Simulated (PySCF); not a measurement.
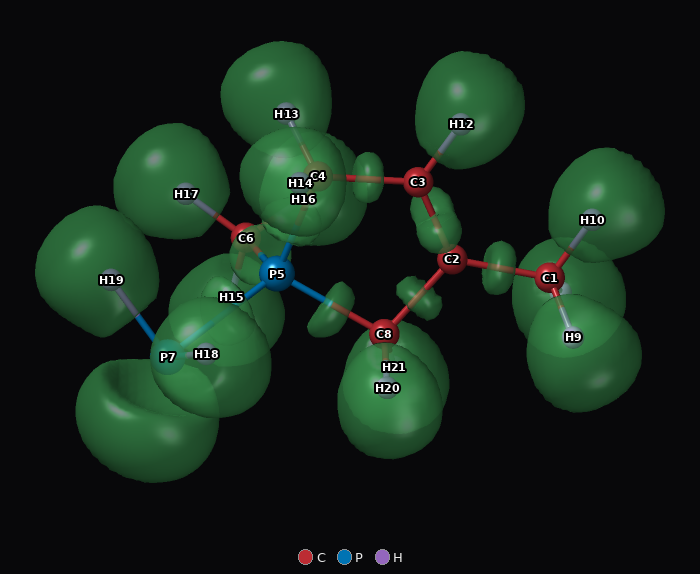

Figure. C6H13P2 (charge +1). Isosurface of the ELF at 0.85 (green), seen from one side. Core shells and regions of very low density are left out.

Geometry: PBE0-D3(BJ)/def2-SVP.

These are results of PBE0/pcSseg-1, SCF density, gas phase, non-relativistic (PySCF 2.14.0), not measurements.

```xyz
21

C     2.8496   -0.5890   -0.2865
C     1.4740   -0.1257    0.0469
C     1.1240    1.1295    0.3752
C    -0.3153    1.4109    0.7179
P    -1.1334   -0.0944    0.0835
C    -1.6979    0.1955   -1.6033
P    -2.7699   -0.9962    1.2292
C     0.3525   -1.1478    0.0529
H     3.1653   -1.3969    0.3933
H     3.5773    0.2295   -0.2128
H     2.8891   -0.9997   -1.3086
H     1.8523    1.9435    0.4239
H    -0.7278    2.3087    0.2294
H    -0.4867    1.5204    1.8031
H    -2.0535   -0.7467   -2.0451
H    -0.8536    0.5861   -2.1911
H    -2.5160    0.9307   -1.6067
H    -2.0777   -0.7885    2.4604
H    -3.4755    0.2445    1.2876
H     0.3958   -1.8024    0.9415
H     0.3508   -1.8038   -0.8326
```

Where are the electrons localised?

The ELF exceeds this value in four regions between bonded C–C atoms (shared pairs), three regions between bonded C–P atoms (shared pairs), one region between bonded P–P atoms (shared pairs), 13 regions around hydrogen nuclei and one lobe on P, pointing away from the bonds (lone pairs).

Values along the shortest contacts:
C–C (1.34 Å): the ELF peaks at about 0.95 between the atoms: a multiple bond. C–P (1.80 Å): the ELF peaks at about 0.95 between the atoms (a covalent bond).
